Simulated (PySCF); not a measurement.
# C3F6 (hexafluoropropylene): levels of theory compared

We compute a comparison of 6 runs (HF/STO-3G, HF/3-21G, HF/def2-SVPD, BP86/3-21G, BP86/6-31G**, B3LYP/6-31G*) of C3F6 (hexafluoropropylene). Input form: a Python script.

Program for the calculation: PySCF 2.14.0.

## (1) Starting point

C3F6 has 9 atoms, charge 0, and is taken as a singlet. As SMILES, `FC(F)=C(F)C(F)(F)F`. Geometry: relaxed at PBE0-D4/def2-TZVP.

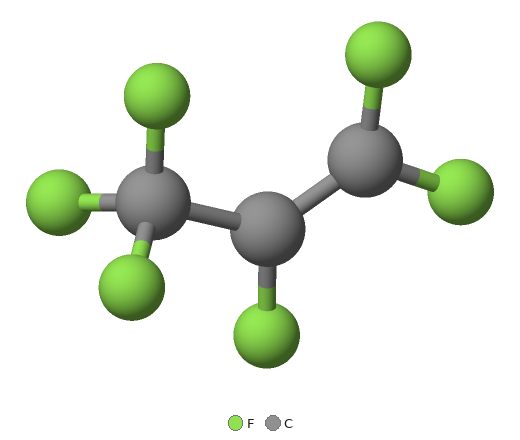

The structure, seen from a chosen angle (fluorine green, carbon grey).

## (2) Energy and forces at HF/STO-3G (run 1)

calc.py

```python
# FC(F)=C(F)C(F)(F)F
import pyscf.grad
from pyscf import gto

mol = gto.M(
    atom='''
F        2.023520      -0.271130       0.593250
C        1.311770      -0.079850      -0.478440
F        2.048190      -0.035240      -1.552840
C       -0.006940       0.057990      -0.514960
F       -0.607110       0.248910      -1.687470
C       -0.955770       0.025720       0.641250
F       -1.850240      -0.954150       0.485310
F       -1.637730       1.171760       0.718770
F       -0.325700      -0.164010       1.795120
''',
    verbose=3,
    max_memory=1860,
    basis='sto-3g',
    spin=0,
)

calc0 = mol.RHF()
calc0.conv_tol = 1e-10
calc0.kernel()
if not calc0.converged:
    calc0 = calc0.newton().run(calc0.mo_coeff, calc0.mo_occ)

energy = calc0.e_tot
print(f'total energy: {energy:.8f} hartree')
grad = calc0.Gradients().kernel()
calc0.analyze()
```

Started as:

```console
OMP_NUM_THREADS=1 python calc.py
```

Output:

```text
converged SCF energy = -700.394347567679
[... 14 lines left out ...]
MO #5   energy= -25.9792075966699  occ= 2
[... 7 lines left out ...]
MO #13  energy= -1.5473112489608   occ= 2
[... 7 lines left out ...]
MO #21  energy= -0.693963966139621 occ= 2
[... 7 lines left out ...]
MO #29  energy= -0.524606557564505 occ= 2
[... 7 lines left out ...]
MO #37  energy= 0.26809960707866   occ= 0
[... 7 lines left out ...]
MO #45  energy= 0.97323239226899   occ= 0
[... 10 lines left out ...]
Dipole moment(X, Y, Z, Debye):  0.90175, -0.07726, -0.12563
```

Run time: 3.9 s. Hardware: 1 thread of Intel Xeon at 2.70GHz, shared host; peak memory 0.12 GiB.

## (3) Energy and forces at HF/3-21G (run 2)

job.py

```python
from pyscf import gto, scf

system = gto.Mole()
system.atom = '''
F    2.023520  -0.271130   0.593250
C    1.311770  -0.079850  -0.478440
F    2.048190  -0.035240  -1.552840
C   -0.006940   0.057990  -0.514960
F   -0.607110   0.248910  -1.687470
C   -0.955770   0.025720   0.641250
F   -1.850240  -0.954150   0.485310
F   -1.637730   1.171760   0.718770
F   -0.325700  -0.164010   1.795120
'''
system.verbose = 4
system.basis = '3-21g'
system.charge = 0
system.max_memory = 1860
system.spin = 0
system.build()

calc0 = scf.RHF(system)
calc0.conv_tol = 1e-10
calc0.kernel()
if not calc0.converged:
    calc0 = calc0.newton().run(calc0.mo_coeff, calc0.mo_occ)

e_tot = calc0.e_tot
print(f'total energy: {e_tot:.8f} hartree')
grad = calc0.nuc_grad_method().kernel()
dip = calc0.dip_moment()
pop, q = calc0.mulliken_pop()
```

Started as:

```console
OMP_NUM_THREADS=1 python job.py
```

Output:

```text
PySCF version 2.14.0

[... 67 lines left out ...]
converged SCF energy = -706.341271066425
total energy: -706.34127107 hartree
[... 11 lines left out ...]
Dipole moment(X, Y, Z, Debye):  1.18881, -0.10915, -0.09887
[... 91 lines left out ...]
charge of    8F =     -0.38058
```

Wall time 5.1 s (1 thread of Intel Xeon at 2.70GHz, shared host); peak memory 0.16 GiB.

Runs 3 to 5 aren't shown in full; the table further down has their settings and results.

## (4) Energy and gradient at B3LYP/6-31G(d) (Cartesian functions) (run 6)

job.py

```python
# FC(F)=C(F)C(F)(F)F
from pyscf import gto, dft

system = gto.M(
    atom='''
F    2.023520  -0.271130   0.593250
C    1.311770  -0.079850  -0.478440
F    2.048190  -0.035240  -1.552840
C   -0.006940   0.057990  -0.514960
F   -0.607110   0.248910  -1.687470
C   -0.955770   0.025720   0.641250
F   -1.850240  -0.954150   0.485310
F   -1.637730   1.171760   0.718770
F   -0.325700  -0.164010   1.795120
''',
    cart=True,
    verbose=3,
    max_memory=1860,
    basis='6-31g*',
)

mf = dft.RKS(system, xc='b3lyp')
mf.grids.level = 5
mf.conv_tol = 1e-10
mf.kernel()
if not mf.converged:
    mf = mf.newton().run(mf.mo_coeff, mf.mo_occ)

e_tot = mf.e_tot
print('Final energy', e_tot)
grad = mf.nuc_grad_method().kernel()
dip = mf.dip_moment()
pop, q = mf.mulliken_pop()
```

Started as:

```console
OMP_NUM_THREADS=1 python job.py
```

Output:

```text
converged SCF energy = -713.302770173594
Final energy -713.3027701735939
[... 8 lines left out ...]
Dipole moment(X, Y, Z, Debye):  1.00774, -0.08907, -0.11500
[... 145 lines left out ...]
charge of    8F =     -0.24600
```

It took 86 s on 1 thread of Intel Xeon at 2.70GHz, shared host; peak memory 1.5 GiB.

## (5) The series

```tsv
run	level	integration grid	Cartesian functions	energy (Eh)	dipole moment (D)	HOMO energy (eV)	LUMO energy (eV)	wall time
1	HF/STO-3G	–	no	-700.394348	0.91	-8.14	7.30	3.9 s
2	HF/3-21G	–	no	-706.341271	1.20	-11.72	3.39	5.1 s
3	HF/def2-SVPD	–	no	-709.657254	1.14	-11.84	2.21	84 s
4	BP86/3-21G	5	no	-709.428864	1.00	-6.27	-0.99	42 s
5	BP86/6-31G** (spherical functions)	5	no	-713.296421	1.00	-6.33	-0.94	83 s
6	B3LYP/6-31G* (Cartesian functions)	5	yes	-713.302770	1.02	-7.53	-0.20	86 s
```

## (6) Summary of results

| quantity | value |
| --- | --- |
| run 6: total energy | -713.30277 Eh |
| run 6: dipole moment | 1.02 D |
| run 6: HOMO energy | -7.53 eV |
| run 6: LUMO energy | -0.20 eV |
| run 6: HOMO–LUMO gap | 7.33 eV |
| run 6: largest force on an atom | 0.861 eV/Å |

**Reading.** The dipole moment (its size) runs from 0.91 D (HF/STO-3G) to 1.20 D (HF/3-21G). The HOMO–LUMO gap runs from 5.28 eV (BP86/3-21G) to 15.44 eV (HF/STO-3G). The two ends differ in method and basis. Totals of different functionals can't be ranked against each other. In run 1 the basis is minimal, so the values are rough. All runs together took 5.1 min, the longest 86 s.
